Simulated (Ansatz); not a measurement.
Input

```
crystal:
  periodic: [false, false, false]
  atoms:
    - { symbol: Ga, position_ang: [0.0, 0.0, 0.0] }
    - { symbol: H, position_ang: [1.0752, 0.0, 1.406] }
    - { symbol: O, position_ang: [1.9596, 0.0, 0.3462] }
    - { symbol: H, position_ang: [2.2595, -0.9519, 0.1913] }
    - { symbol: H, position_ang: [-1.3596, 0.0, -0.785] }
basis:
  gaussian: { orbitals: def2-SVP }
hamiltonian:
  xc: pbe0
  dispersion: d4
relax:
  f_tol: 0.15
  max_steps: 25
  restrain:
    - { distance: [1, 2], at: 1.01, k: 30.0 }
    - { distance: [0, 1], at: 2.77, k: 30.0 }
    - { distance: [0, 2], at: 2.99, k: 30.0 }
output:
  orbitals: {}
```

Run with:

```sh
ansatz run input.yaml --threads 1 --pin off --max-ram 2048MiB --backend cpu --events-out ev --progress --plain --runs-dir out
```

The fields are those of the run's last geometry, not of the input's.

Not at a stationary point (largest force 1.0 eV/Å).

Computed with Ansatz, RKS PBE0-D4/def2-SVP.

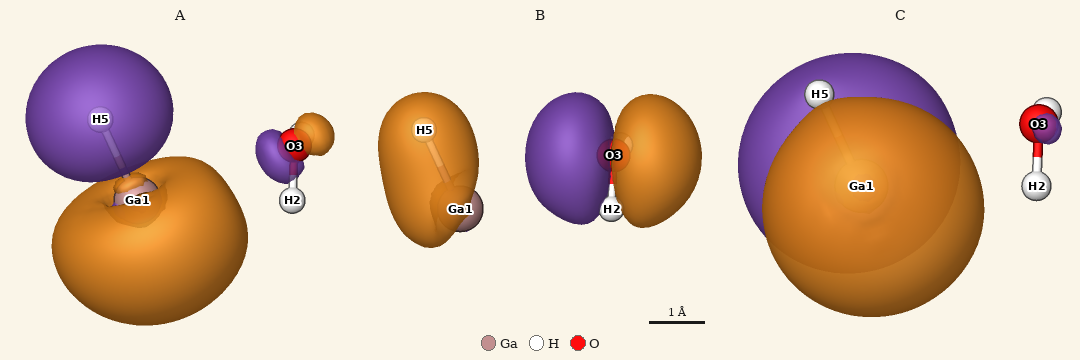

GaH···H₂O. Three frontier orbitals at ±0.08 Å⁻³ᐟ² (orange and purple are the two phases), in no order.

**Order the three orbitals by energy and name them.**

B is the HOMO−1 (−9.22 eV). Its weight (Hirshfeld) is mainly on O3 (about 75 %) and Ga1 (about 10 %); largely a lone pair of O3. A is the HOMO (−5.72 eV). It lies mainly on Ga1 (about 70 %) and H5 (about 30 %). C is the LUMO (−1.55 eV). Its weight (Hirshfeld) is mainly on Ga1 (about 95 %).

**What is the HOMO–LUMO gap?**

4.17 eV between the orbital energies.
